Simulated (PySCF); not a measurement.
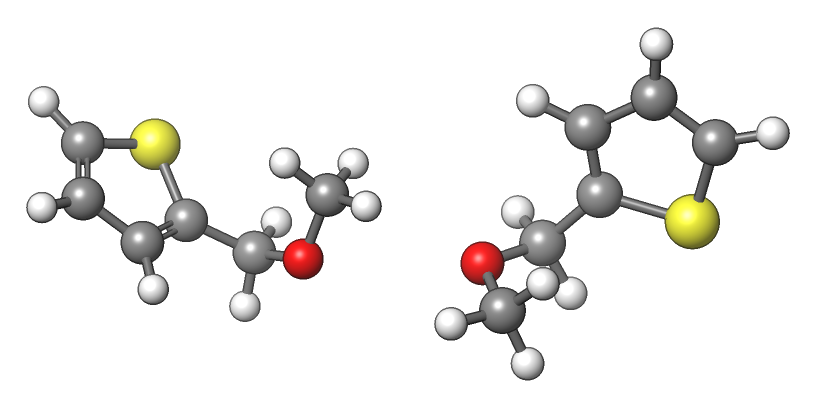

Two views of one molecule. Colours: carbon grey, oxygen red, sulfur yellow, hydrogen white.

Count the atoms of each element.

C₆H₈OS, 16 atoms: 6 carbon, 8 hydrogen, 1 oxygen and 1 sulfur.

Name functional groups in it.

Among them: ether.

Describe its rings.

Independent rings (smallest set): 1 of 5 members, 1 of them aromatic.

Which point group does it belong to?

C1.

More results for the same structure follow; atom numbers are the same in all pictures, views and colours differ. The computed structure is the end point of a PBE0-D3(BJ)/def2-SVP optimisation. No frequency run is at hand to confirm it as a minimum.

### Geometry

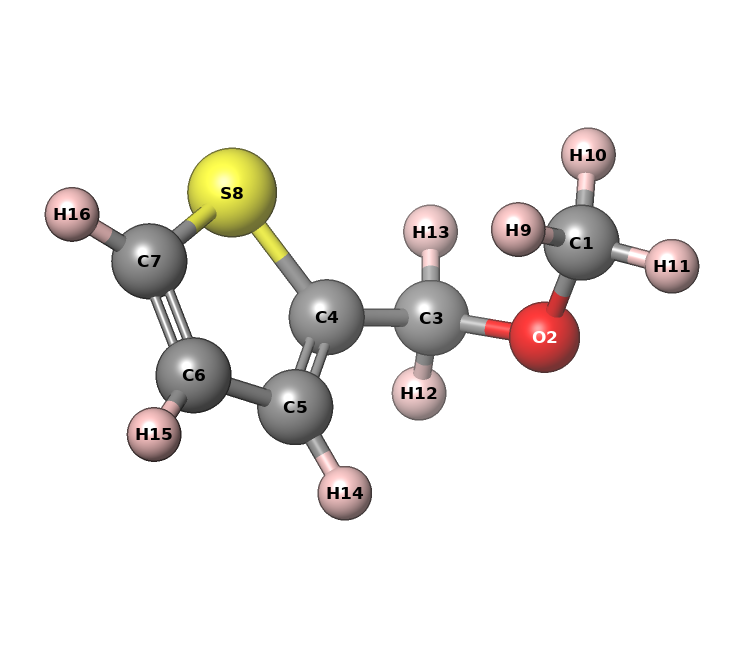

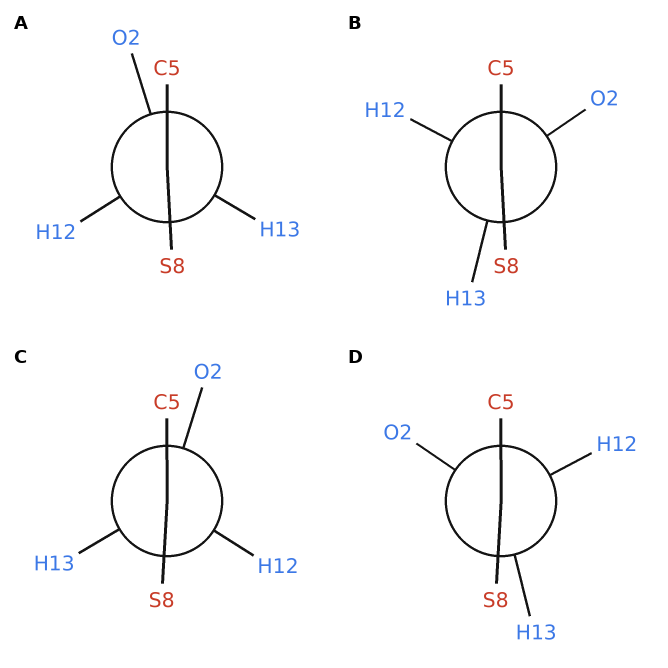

Distant atoms are faded towards the background colour. Bonds that would overlap in a projection are set slightly apart. No frequency run is at hand to confirm it as a minimum.

Which Newman projection shows the view along C4–C3, with C4 in front?

D. The torsion angle S8–C4–C3–O2 is 121°, anticlinal.

### NMR shielding

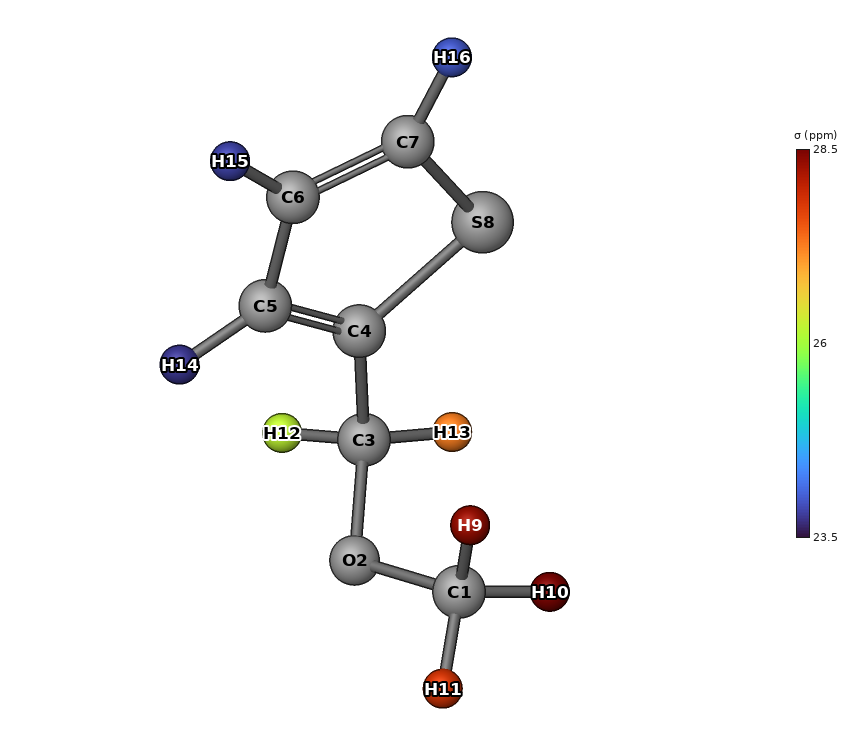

Atoms are coloured by their isotropic NMR shieldings (H only, the others grey). No frequency run is at hand to confirm it as a minimum. Properties computed with GIAO PBE0/pcSseg-1 NMR shielding, non-relativistic, IEF-PCM chloroform (PySCF 2.14.0).

Give the isotropic NMR shieldings of the H atoms atom by atom.

```
atom  σ (ppm)
  H9    28.32
 H10    28.47
 H11    27.80
 H12    26.21
 H13    27.24
 H14    23.79
 H15    23.86
 H16    24.01
```

### Ring current

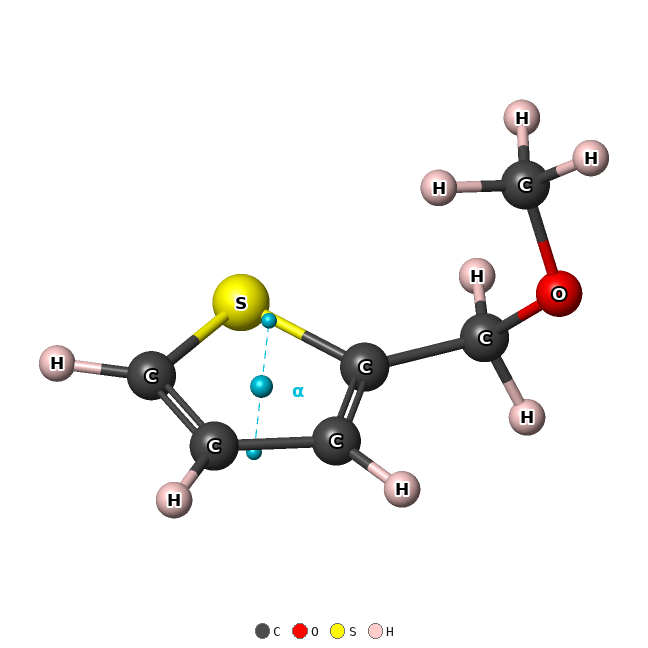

The small points mark where nucleus-independent chemical shifts (NICS) were computed: at the centre of each lettered ring and 1 Å above and below it. No frequency run is at hand to confirm it as a minimum. Method: GIAO PBE0/pcSseg-1 NMR shielding, non-relativistic, IEF-PCM chloroform (PySCF 2.14.0).

Give NICS(0), NICS(1) and the out-of-plane component NICS(1)zz for each ring (means of the two sides).

| ring | members | NICS(0) | NICS(1) | NICS(1)zz |
| --- | --- | --- | --- | --- |
| α | C4S | −12.4 | −11.4 | −27.4 |

Values in ppm.

What do the values say about the ring currents?

Ring α: diatropic, as in an aromatic ring. NICS is one index among several.

### Polarisability

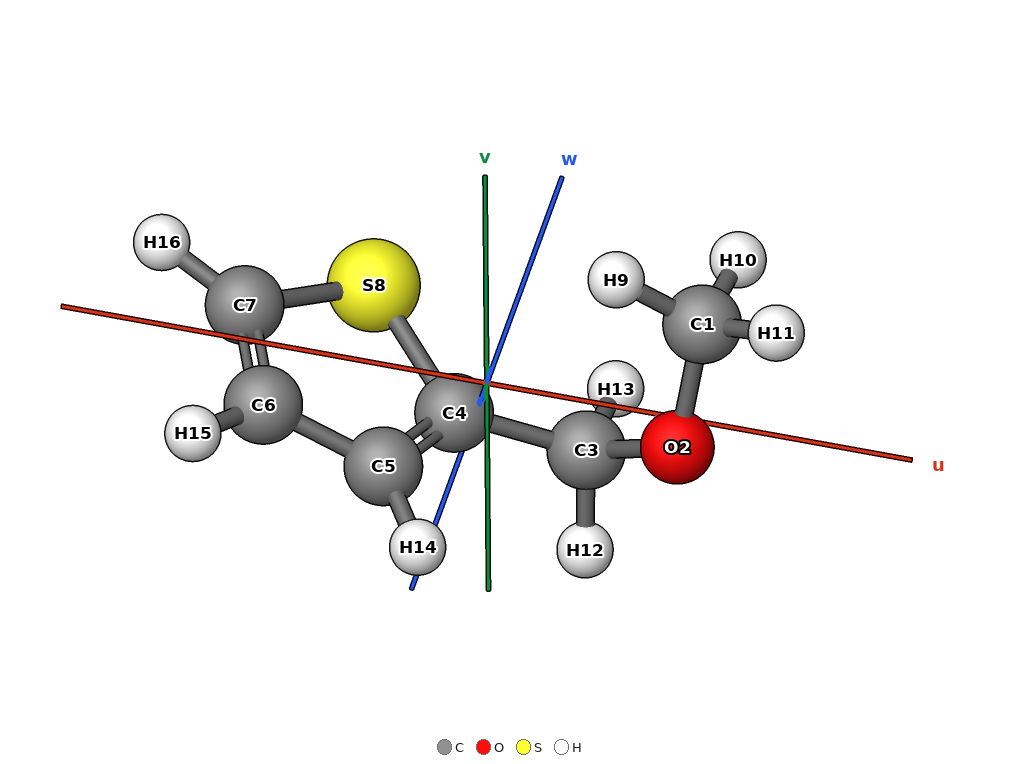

The lines u, v and w are the principal axes of the static dipole polarisability. No frequency run is at hand to confirm it as a minimum. Level of theory: ωB97X-D/def2-SVPD (PySCF 2.14.0).

Along which axis is the molecule most polarisable, and along which least?

Most along u (nearly parallel to the C3–C4 bond), least along w.

Give the three principal values.

u 107.1, v 94.7, w 71.2 bohr³; mean 91.0, anisotropy 31.5 bohr³.
